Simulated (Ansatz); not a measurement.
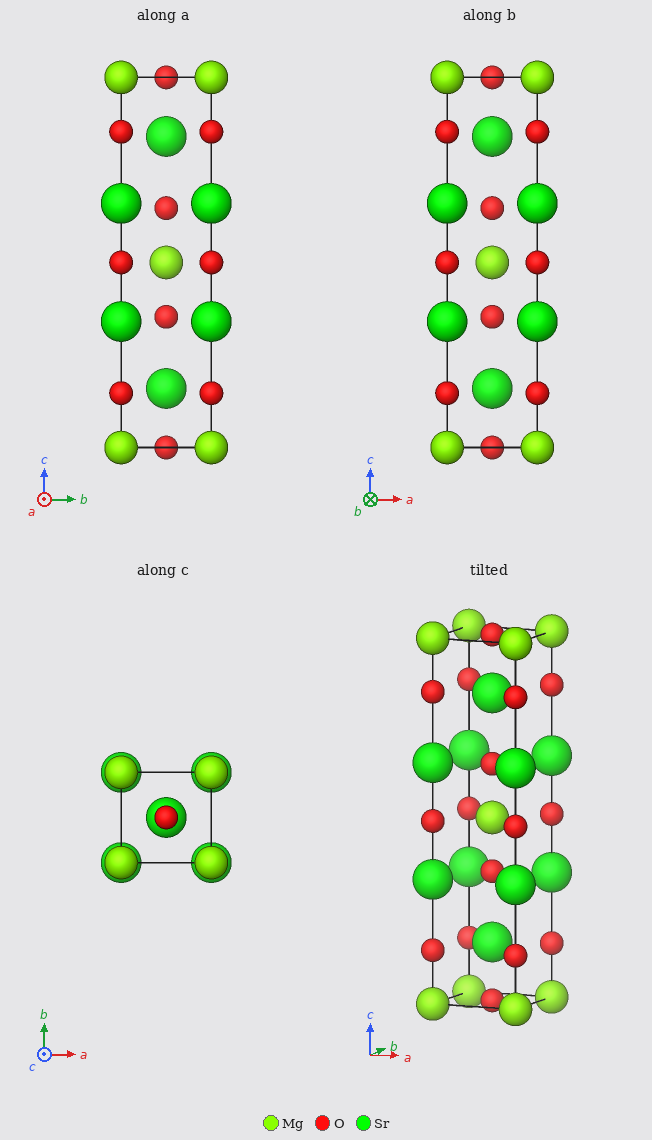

A spheres-only rendering, viewed along the a axis, along the b axis, along the c axis and slightly off an axis. The lines enclose the conventional unit cell; boundary atoms appear with their images.

Lattice parameters: a = 3.527 Å, b = 3.527 Å, c = 14.462 Å, α = 90.00°, β = 90.00°, γ = 90.00°. Put a along x and b in the xy plane.

**Write down what is shown as a POSCAR file, with free fractional coordinates to two decimals.**

```
Mg O Sr
1.0
     3.527    0.000    0.000
     0.000    3.527    0.000
     0.000    0.000   14.462
Mg O Sr
2 6 4
Direct
  0.00 0.00 0.00
  0.50 0.50 0.50
  0.50 0.50 0.35
  0.00 0.00 0.15
  0.50 0.50 0.00
  0.00 0.00 0.85
  0.50 0.50 0.65
  0.00 0.00 0.50
  0.00 0.00 0.34
  0.50 0.50 0.16
  0.50 0.50 0.84
  0.00 0.00 0.66
```

The structure comes from a structure type filled with these elements by a generator (whether the compound takes this form wasn't checked). Earlier steps of the study, as a rule a relaxation of our own, may have changed the cell and positions, so they can lie some per cent off the listed ones. It was the input of a calculation with Ansatz.
